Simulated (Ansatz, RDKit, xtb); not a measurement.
**Isomers of C4H7FS, a sample narrowed down**

Which of a sample of isomers of C4H7FS is the most stable in the gas at 298.15 K, and what are its properties? The sample is small against all isomers, and the most stable one of this formula need not be in it.

Plan: many cheap relaxations first (GFN2-xTB), then density-functional screening, relaxation at r2SCAN-D4/def2-SVP, vibrations (at GFN2-xTB) and a final energy. The numbers are computed, not measured.

## 1. Candidates

Isomers were taken from a list of plausible structures; this is a sample, not all of them. That gives 5 candidates.

```
label               SMILES     spin
 c382   F[C@H]1C[C@H](S)C1  singlet
 c442    F[C@@H]1CC[C@H]1S  singlet
 c675  F[C@H]1C[C@@H](S)C1  singlet
 c714           FC1(S)CCC1  singlet
 c995   F[C@@H]1CC[C@@H]1S  singlet
```

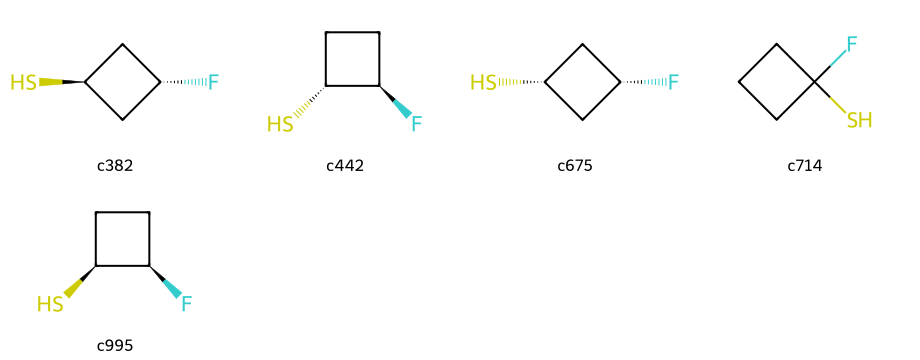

Structural formulas of the candidates.

Candidates are built by distance geometry, with a force field where one applies, in up to four conformers (letters a to d).

## 2. Cheap relaxation of all starts

All 9 starts are relaxed the same way. One of them, c675a (taken from a list of positional isomers, embedded by distance geometry and MMFF94), in full:

File start.xyz:

```xyz
13
c675a
C      0.237991    -1.646276     1.793369
C     -0.731852    -0.879219     0.850858
C      0.206130     0.272209     0.879352
C      0.676884    -0.217426     2.264265
F     -0.323193    -2.372613     2.751224
S     -0.658803     1.878935     0.993480
H      1.034166    -2.150327     1.263812
H     -1.736331    -0.737680     1.315389
H     -0.859416    -1.377839    -0.115747
H      0.984659     0.249044     0.133026
H     -1.523809     1.591604     1.961376
H      1.753987    -0.124991     2.489948
H      0.156737     0.116713     3.153347
```

On the command line:

```bash
$ xtb start.xyz --gfn 2 --opt
```

Log, cut to the lines that bear on the results:

```text
* xtb version 6.7.1
[...]
          :  # basis functions                  37          :
[...]
          :  # electrons                        36          :
[...]
          :  Hamiltonian                  GFN2-xTB          :
[...]
          :  net charge                          0          :
          :  unpaired electrons                  0          :
[...]
   *** convergence criteria satisfied after 10 iterations ***
[...]
   *** GEOMETRY OPTIMIZATION CONVERGED AFTER 13 ITERATIONS ***
[...]
   *** convergence criteria satisfied after 3 iterations ***
[...]
         ::                     SUMMARY                     ::
         :::::::::::::::::::::::::::::::::::::::::::::::::::::
         :: total energy             -20.096838708093 Eh    ::
         :: gradient norm              0.000226849053 Eh/a0 ::
         :: HOMO-LUMO gap              4.498648731758 eV    ::
         ::.................................................::
         :: SCC energy               -20.275450493168 Eh    ::
         :: -> isotropic ES            0.018587466253 Eh    ::
         :: -> anisotropic ES          0.000846284241 Eh    ::
         :: -> anisotropic XC          0.004544018268 Eh    ::
         :: -> dispersion             -0.008088259419 Eh    ::
         :: repulsion energy           0.178611785075 Eh    ::
         :: add. restraining           0.000000000000 Eh    ::
         :: total charge               0.000000000000 e     ::
         :::::::::::::::::::::::::::::::::::::::::::::::::::::
[...]
        18        2.0000           -0.3796651             -10.3312 (HOMO)
        19                         -0.2143428              -5.8326 (LUMO)
[...]
     #   Z          covCN         q      C6AA      α(0)
     1   6 C        3.867     0.145    18.202     6.067
     2   6 C        3.983    -0.074    21.831     6.638
     3   6 C        4.053     0.035    19.901     6.337
     4   6 C        3.983    -0.074    21.831     6.638
     5   9 F        0.783    -0.251    11.773     4.053
     6  16 S        1.913    -0.277   153.006    20.819
     7   1 H        0.924     0.044     2.395     2.420
     8   1 H        0.925     0.070     2.090     2.261
     9   1 H        0.925     0.048     2.342     2.393
    10   1 H        0.925     0.050     2.321     2.383
    11   1 H        0.923     0.165     1.295     1.780
    12   1 H        0.925     0.048     2.342     2.393
    13   1 H        0.925     0.070     2.091     2.261
[...]
     #   Z sym  total        # sym  WBO       # sym  WBO       # sym  WBO
 ---------------------------------------------------------------------------
     1   6 C    3.900 --     2 C    0.986     4 C    0.986     7 H    0.966
                             5 F    0.933
     2   6 C    3.989 --     3 C    0.993     1 C    0.986     9 H    0.979
                             8 H    0.973
     3   6 C    3.970 --     4 C    0.993     2 C    0.993     6 S    0.989
                            10 H    0.970
     4   6 C    3.989 --     3 C    0.993     1 C    0.986    12 H    0.979
                            13 H    0.973
     5   9 F    1.014 --     1 C    0.933
     6  16 S    2.033 --     3 C    0.989    11 H    0.959
     7   1 H    0.998 --     1 C    0.966
     8   1 H    0.995 --     2 C    0.973
     9   1 H    0.998 --     2 C    0.979
[...]
molecular dipole:
                 x           y           z       tot (Debye)
 q only:        0.302      -0.126      -0.242
   full:        0.460      -0.393      -0.271       1.686
molecular quadrupole (traceless):
[...]
          | TOTAL ENERGY              -20.096838708093 Eh   |
          | GRADIENT NORM               0.000226849053 Eh/α |
          | HOMO-LUMO GAP               4.498648731758 eV   |
           -------------------------------------------------
[...]
```

Wall time 0.29 s (2 threads of AMD EPYC (Zen 3), shared host).

## 3. Distinct minima at GFN2-xTB

9 of the 9 relaxations converged; the search merged 1 into others by its test of bonds and energy. 8 distinct structures remain:

```
label  start         SMILES after     spin  energy (kcal/mol)
c675a  drawn  F[C@H]1C[C@@H](S)C1  singlet                0.0
c382b  drawn   F[C@H]1C[C@H](S)C1  singlet                0.4
c442a  drawn    F[C@@H]1CC[C@H]1S  singlet                0.9
c442b  drawn    F[C@@H]1CC[C@H]1S  singlet                1.3
c382a  drawn   F[C@H]1C[C@H](S)C1  singlet                1.3
c714a  drawn           FC1(S)CCC1  singlet                1.9
c995a  drawn   F[C@@H]1CC[C@@H]1S  singlet                3.3
c995b  drawn   F[C@@H]1CC[C@@H]1S  singlet                4.7
```

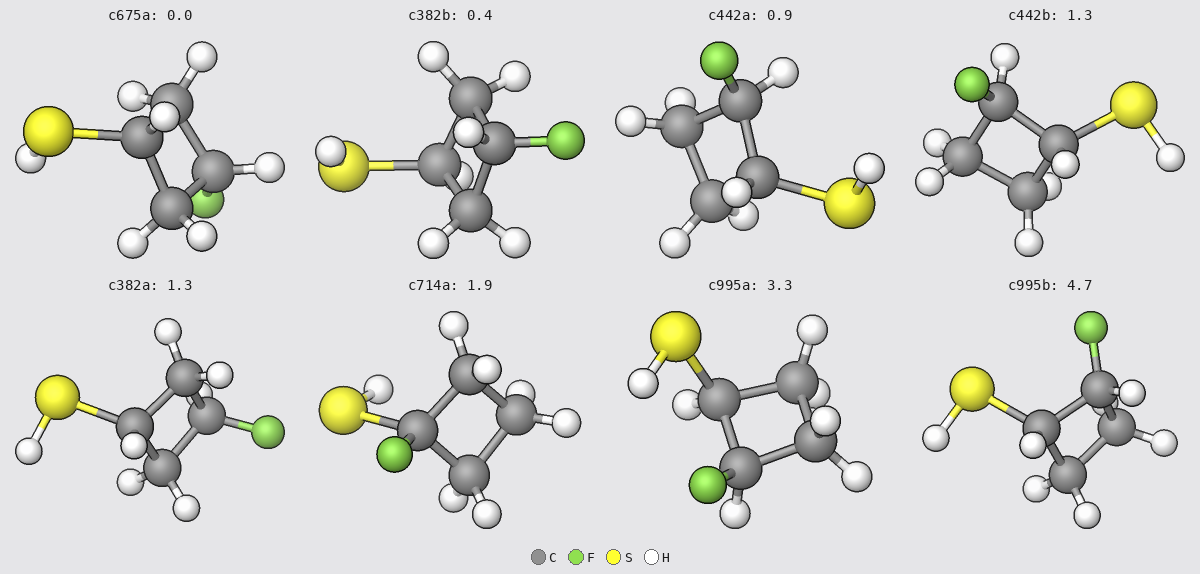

The 8 lowest minima that did not fall apart, with their GFN2-xTB energies in kcal/mol.

## 4. Second filter: single points

A choice of the minima (the low ones first, few conformers of a pattern, up to a cap) and the lowest that fell apart get a single point at r2SCAN-D4/def2-SVP on the tight-binding geometry, and one at HF/STO-3G for comparison. Some singlets are also tried as triplets at the same geometry (label ending in t). The first, c675a:

File input.yaml:

```yaml
crystal:
  periodic: [false, false, false]
  atoms:
    - {symbol: C, position_ang: [0.178264, -1.607181, 1.859253]}
    - {symbol: C, position_ang: [-0.672752, -0.951301, 0.764714]}
    - {symbol: C, position_ang: [0.150952, 0.334255, 0.939490]}
    - {symbol: C, position_ang: [0.785946, -0.244231, 2.213692]}
    - {symbol: F, position_ang: [-0.543799, -2.189977, 2.870480]}
    - {symbol: S, position_ang: [-0.755486, 1.901564, 1.087314]}
    - {symbol: H, position_ang: [0.889888, -2.359218, 1.509850]}
    - {symbol: H, position_ang: [-1.708400, -0.839815, 1.080926]}
    - {symbol: H, position_ang: [-0.645095, -1.415680, -0.217607]}
    - {symbol: H, position_ang: [0.865957, 0.504685, 0.136438]}
    - {symbol: H, position_ang: [-1.549330, 1.507212, 2.081761]}
    - {symbol: H, position_ang: [1.869787, -0.196680, 2.280581]}
    - {symbol: H, position_ang: [0.351218, 0.158501, 3.126808]}
basis:
  gaussian: {orbitals: def2-SVP}
output: {orbitals: {seedname: orbitals}}
hamiltonian: {xc: {name: r2SCAN}, dispersion: d4}
total_charge: 0
scf: {lower_state_search: "off"}
```

On the command line:

```bash
$ ansatz run input.yaml --threads 2 --pin off --max-ram 5220MiB --events-out events.jsonl --progress --plain --runs-dir runs
```

Log, cut to the lines that bear on the results:

```text
Warning: RAYON_NUM_THREADS=2 ignored (pool sized by the plan → 2); use --threads N
Functional definition: r2SCAN
  name "r2SCAN"
[...]
1391 factors; their error is unknown
[...]
mean field -17800.47284838 eV, -654.1553115840 hartree, gradient 1.6e-6 eV, S^2 0.000000; 0 other end points of the search recorded, 0 dependent functions left out
reference -17800.47285762 eV, -654.1553119238 hartree; 28, 28 occupied and 95, 95 virtual orbitals, 1391 factors
Total energy: -17800.54747119 eV, -654.1580539219 hartree
Checks for a lower state left out: stability, starts, cluster_reference, orbital_swaps, neighbouring_geometries, increment
```

It took 5.1 s on 2 threads of AMD EPYC (Zen 3), shared host; peak memory 0.16 GiB.

Relative energies in kcal/mol, each column from its lowest structure that stays in one piece:

```
 label               SMILES     spin  GFN2-xTB  HF/STO-3G  r2SCAN-D4/def2-SVP
 c442a    F[C@@H]1CC[C@H]1S  singlet       0.9        1.0                 0.0
 c675a  F[C@H]1C[C@@H](S)C1  singlet       0.0        0.4                 0.1
 c995a   F[C@@H]1CC[C@@H]1S  singlet       3.3        2.5                 0.4
 c442b    F[C@@H]1CC[C@H]1S  singlet       1.3        1.3                 0.8
 c714a           FC1(S)CCC1  singlet       1.9        0.0                 1.0
 c995b   F[C@@H]1CC[C@@H]1S  singlet       4.7        2.1                 1.4
 c382a   F[C@H]1C[C@H](S)C1  singlet       1.3        2.2                 1.5
 c382b   F[C@H]1C[C@H](S)C1  singlet       0.4        1.6                 1.9
c675at  F[C@H]1C[C@@H](S)C1  triplet         –          –               121.1
c442at    F[C@@H]1CC[C@H]1S  triplet         –          –               121.4
```

## 5. Third filter: density-functional geometries

5 candidates are relaxed at r2SCAN-D4/def2-SVP (chosen among the lowest in one piece, one conformer a pattern). The first, c442a:

File input.yaml:

```yaml
crystal:
  periodic: [false, false, false]
  atoms:
    - symbol: C
      position_ang: [-0.272919, -0.465519, 0.858927]
    - symbol: C
      position_ang: [-0.710628, 0.408918, 2.039326]
    - symbol: C
      position_ang: [0.562045, 1.252714, 1.854381]
    - symbol: C
      position_ang: [0.780240, 0.586446, 0.489072]
    - symbol: F
      position_ang: [-1.226539, -0.685779, -0.100911]
    - symbol: S
      position_ang: [2.472613, -0.014616, 0.173041]
    - symbol: H
      position_ang: [0.139454, -1.440816, 1.130832]
    - symbol: H
      position_ang: [-1.619997, 0.956432, 1.804044]
    - symbol: H
      position_ang: [-0.826416, -0.100280, 2.991916]
    - symbol: H
      position_ang: [1.346139, 0.993529, 2.562587]
    - symbol: H
      position_ang: [0.434179, 2.331800, 1.838863]
    - symbol: H
      position_ang: [0.466600, 1.200999, -0.353627]
    - symbol: H
      position_ang: [2.191568, -0.589237, -0.993118]
basis:
  gaussian:
    orbitals: def2-SVP
hamiltonian:
  xc: r2scan
  dispersion: d4
scf:
  lower_state_search: off
relax:
  f_tol: 0.006
```

On the command line:

```bash
$ ansatz run input.yaml --threads 2 --pin off --max-ram 5220MiB --events-out events.jsonl --progress --plain --runs-dir runs
```

Log, cut to the lines that bear on the results:

```text
Warning: RAYON_NUM_THREADS=2 ignored (pool sized by the plan → 2); use --threads N
[...]
[... 2 set-up lines as earlier in the session ...]
[...]
1391 factors; their error is unknown
[...]
mean field -17800.47752001 eV, -654.1554832635 hartree, gradient 5.4e-6 eV, S^2 0.000000; 0 other end points of the search recorded, 0 dependent functions left out
[...]
reference -17800.47752941 eV, -654.1554836087 hartree; 28, 28 occupied and 95, 95 virtual orbitals, 1391 factors
relax step   1: F+E_penalty+E_count = -17800.55182980 eV  Δ(F+E_penalty+E_count) = +0.000e0 eV  max|allowed force component| = 5.438e-1 eV/Å  Δτ_max = 0.0000 Å  (18 SCF iters, accepted)
[...]
relax step   3: F+E_penalty+E_count = -17800.61856866 eV  Δ(F+E_penalty+E_count) = -1.728e-2 eV  max|allowed force component| = 1.454e-1 eV/Å  Δτ_max = 0.1037 Å  (19 SCF iters, accepted)
[...]
Atom 4 at    -1.132259    -0.944633    -0.025935 Å, force     0.001794     0.002111     0.002150 eV/Å
Atom 5 at     2.470447     0.071941     0.028014 Å, force    -0.001695     0.001087     0.000357 eV/Å
Atom 6 at     0.243454    -1.392581     1.382199 Å, force    -0.000009    -0.000134    -0.000391 eV/Å
Atom 7 at    -1.566585     1.096279     1.547295 Å, force    -0.000413    -0.000596    -0.000486 eV/Å
Atom 8 at    -1.104850     0.077002     2.954973 Å, force    -0.000003    -0.000445    -0.000457 eV/Å
Atom 9 at     1.325222     0.756226     2.618296 Å, force     0.000755     0.000937     0.000089 eV/Å
Atom 10 at     0.641756     2.275294     1.958165 Å, force    -0.000237     0.000080    -0.000637 eV/Å
Atom 11 at     0.327023     1.185021    -0.271332 Å, force    -0.000433    -0.000714     0.001164 eV/Å
Atom 12 at     2.165332    -0.371113    -1.212245 Å, force     0.000058    -0.000570    -0.000396 eV/Å
Dipole moment:    -0.105442     0.157743     0.155245 e Å
Checks for a lower state left out: stability, starts, cluster_reference, orbital_swaps, neighbouring_geometries, increment
```

It took 64 s on 2 threads of AMD EPYC (Zen 3), shared host; peak memory 0.17 GiB.

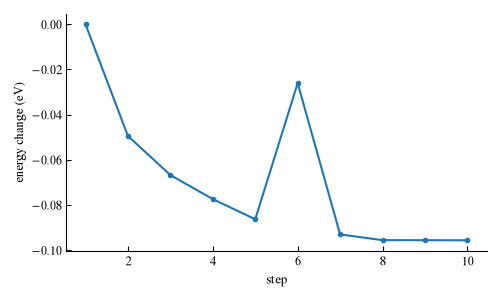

Energy along the run, all evaluated steps.

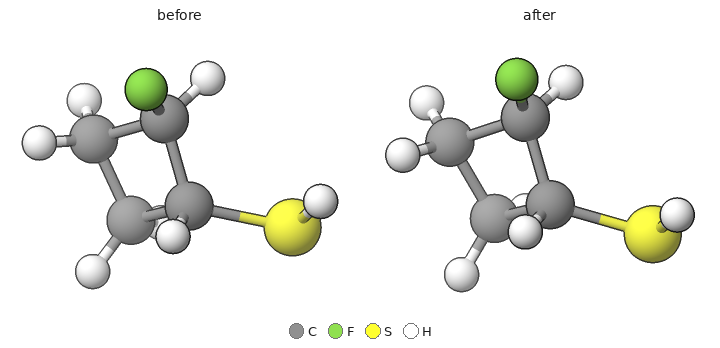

Before and after, at one scale.

After the run. Bond lengths: C1–C2 1.534 Å, C2–C3 1.549 Å, C1–C4 1.535 Å, C3–C4 1.546 Å, C1–F5 1.373 Å, C4–S6 1.816 Å, C1–H7 1.105 Å, C2–H8 1.101 Å, C2–H9 1.100 Å, C3–H10 1.102 Å, C3–H11 1.099 Å, C4–H12 1.103 Å, S6–H13 1.352 Å. Some angles: C1–C2–C3 87.2°, C2–C1–C4 88.8°, C2–C1–F5 117.6°, C4–C1–F5 116.8°, C2–C3–C4 87.9°, C1–C4–C3 87.3°, C1–C4–S6 121.4°, C3–C4–S6 116.5°, C1–C2–H8 109.6°, C1–C2–H9 118.4°.

## 6. After refinement

```
label     spin  r2SCAN-D4/def2-SVP (kcal/mol)  r2SCAN-D4/def2-SVP, relaxed (kcal/mol)  time
c442a  singlet                            0.0                                     0.0  64 s
c675a  singlet                            0.1                                     0.2  69 s
c995a  singlet                            0.4                                     0.5  57 s
c382a  singlet                            1.5                                     1.3  67 s
c714a  singlet                            1.0                                     1.7  64 s
```

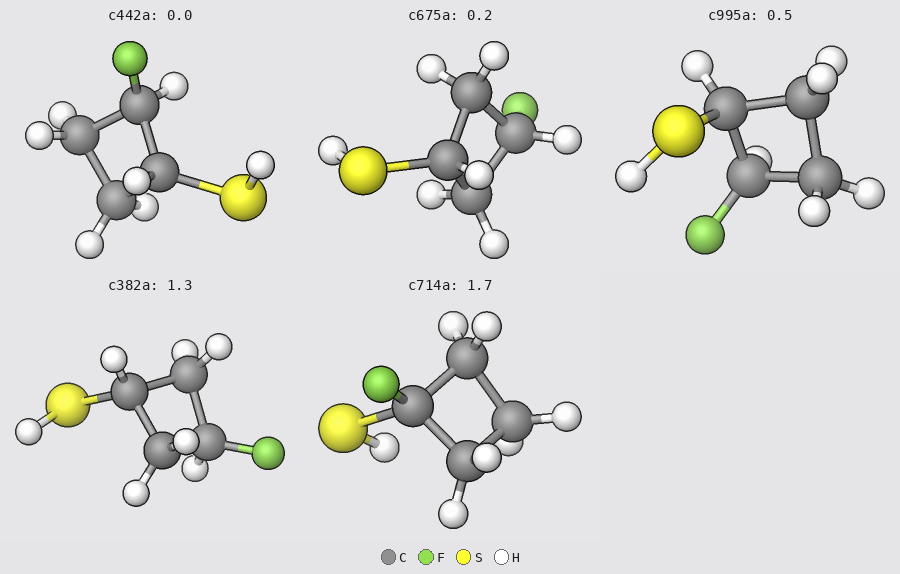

The relaxed structures, with energies at r2SCAN-D4/def2-SVP in kcal/mol.

## 7. Harmonic analysis of the finalists

The lowest few go on as finalists. In this search the thermal terms come from GFN2-xTB at its own nearest minimum. The first, c442a:

File start.xyz:

```xyz
13
c442a
C     -0.249954    -0.512143     0.932771
C     -0.770058     0.474383     1.985338
C      0.606469     1.178356     1.897467
C      0.780343     0.540559     0.500327
F     -1.132259    -0.944633    -0.025935
S      2.470447     0.071941     0.028014
H      0.243454    -1.392581     1.382199
H     -1.566585     1.096279     1.547295
H     -1.104850     0.077002     2.954973
H      1.325222     0.756226     2.618296
H      0.641756     2.275294     1.958165
H      0.327023     1.185021    -0.271332
H      2.165332    -0.371113    -1.212245
```

On the command line:

```bash
$ xtb start.xyz --gfn 2 --ohess tight
```

Log, cut to the lines that bear on the results:

```text
* xtb version 6.7.1
[...]
          :  # basis functions                  37          :
[...]
          :  # electrons                        36          :
[...]
          :  Hamiltonian                  GFN2-xTB          :
[...]
          :  net charge                          0          :
          :  unpaired electrons                  0          :
[...]
   *** convergence criteria satisfied after 10 iterations ***
[...]
   *** GEOMETRY OPTIMIZATION CONVERGED AFTER 10 ITERATIONS ***
[...]
   *** convergence criteria satisfied after 3 iterations ***
[...]
         ::                     SUMMARY                     ::
         :::::::::::::::::::::::::::::::::::::::::::::::::::::
         :: total energy             -20.095428419989 Eh    ::
         :: gradient norm              0.000327830822 Eh/a0 ::
         :: HOMO-LUMO gap              4.473823658656 eV    ::
         ::.................................................::
         :: SCC energy               -20.274256323609 Eh    ::
         :: -> isotropic ES            0.018429654006 Eh    ::
         :: -> anisotropic ES          0.000631098372 Eh    ::
         :: -> anisotropic XC          0.004569134642 Eh    ::
         :: -> dispersion             -0.008063144165 Eh    ::
         :: repulsion energy           0.178827903620 Eh    ::
         :: add. restraining           0.000000000000 Eh    ::
         :: total charge              -0.000000000000 e     ::
         :::::::::::::::::::::::::::::::::::::::::::::::::::::
[...]
        18        2.0000           -0.3799695             -10.3395 (HOMO)
        19                         -0.2155594              -5.8657 (LUMO)
[...]
molecular dipole:
                 x           y           z       tot (Debye)
 q only:       -0.062       0.264       0.431
   full:       -0.286       0.279       0.382       1.405
molecular quadrupole (traceless):
[...]
          | TOTAL ENERGY              -20.095428419989 Eh   |
          | TOTAL ENTHALPY            -19.988155869633 Eh   |
          | TOTAL FREE ENERGY         -20.026667254092 Eh   |
          | GRADIENT NORM               0.000327814969 Eh/α |
[...]
```

It took 1 s on 2 threads of AMD EPYC (Zen 3), shared host; peak memory 0.11 GiB.

## 8. Thermal terms of the finalists

As xtb prints them, at 298.15 K, with its own treatment of low modes:

```
label               SMILES     spin  lowest mode (cm⁻¹)  zero-point (kcal/mol)  G − E (kcal/mol)
c442a    F[C@@H]1CC[C@H]1S  singlet                  88                   62.6              43.1
c675a  F[C@H]1C[C@@H](S)C1  singlet                  53                   62.7              43.4
c995a   F[C@@H]1CC[C@@H]1S  singlet                  60                   62.8              43.4
c382a   F[C@H]1C[C@H](S)C1  singlet                  42                   62.5              43.1
c714a           FC1(S)CCC1  singlet                  81                   62.5              43.1
```

## 9. Last filter: a higher level

Each finalist gets a single point at CCSD(T)/def2-SVP + MP2/def2-TZVPP - MP2/def2-SVP.

c442a, CCSD(T)/def2-SVP:

File input.yaml:

```yaml
crystal:
  periodic: [false, false, false]
  atoms:
    - symbol: C
      position_ang: [-0.249954, -0.512143, 0.932771]
    - symbol: C
      position_ang: [-0.770058, 0.474383, 1.985338]
    - symbol: C
      position_ang: [0.606469, 1.178356, 1.897467]
    - symbol: C
      position_ang: [0.780343, 0.540559, 0.500327]
    - symbol: F
      position_ang: [-1.132259, -0.944633, -0.025935]
    - symbol: S
      position_ang: [2.470447, 0.071941, 0.028014]
    - symbol: H
      position_ang: [0.243454, -1.392581, 1.382199]
    - symbol: H
      position_ang: [-1.566585, 1.096279, 1.547295]
    - symbol: H
      position_ang: [-1.104850, 0.077002, 2.954973]
    - symbol: H
      position_ang: [1.325222, 0.756226, 2.618296]
    - symbol: H
      position_ang: [0.641756, 2.275294, 1.958165]
    - symbol: H
      position_ang: [0.327023, 1.185021, -0.271332]
    - symbol: H
      position_ang: [2.165332, -0.371113, -1.212245]
basis:
  gaussian: {orbitals: def2-SVP}
correlation: {method: ccsd_t, frozen_orbitals: {S: 5, F: 1, C: 1, H: 0}}
```

On the command line:

```bash
$ ansatz run input.yaml --threads 2 --pin off --max-ram 5220MiB --events-out events.jsonl --progress --plain --runs-dir runs
```

Log, cut to the lines that bear on the results:

```text
Warning: RAYON_NUM_THREADS=2 ignored (pool sized by the plan → 2); use --threads N
Functional definition: HF
  name "HF"
[...]
1237 factors; integrals over basis functions are off by at most 1.3e-3 eV
[...]
mean field -17746.25595763 eV, -652.1628775984 hartree, gradient 2.2e-6 eV, S^2 0.000000; 0 other end points of the search recorded, 0 dependent functions left out
10 core orbitals not correlated: weight in the atoms' cores, before any rotation towards them, 1.000 or more for the frozen orbitals, at most 0.000 for the correlated occupied ones
reference -17746.25595763 eV, -652.1628775984 hartree; 18, 18 occupied and 95, 95 virtual orbitals, 1237 factors
second order -23.66069928 eV of doubles, -0.00000000 eV of singles
cycle   1  -24.55673923 eV  change   -9.0e-1 eV  update   1.0e-1
[...]
cycle   8  -25.27414297 eV  change    3.8e-5 eV  update   3.8e-5
perturbative correction -0.75089689 eV, -0.0275949517 hartree
Total energy: -17772.28099749 eV, -653.1192801730 hartree
```

Wall time 45 s (2 threads of AMD EPYC (Zen 3), shared host); peak memory 0.78 GiB.

[end of part 1 of 2]
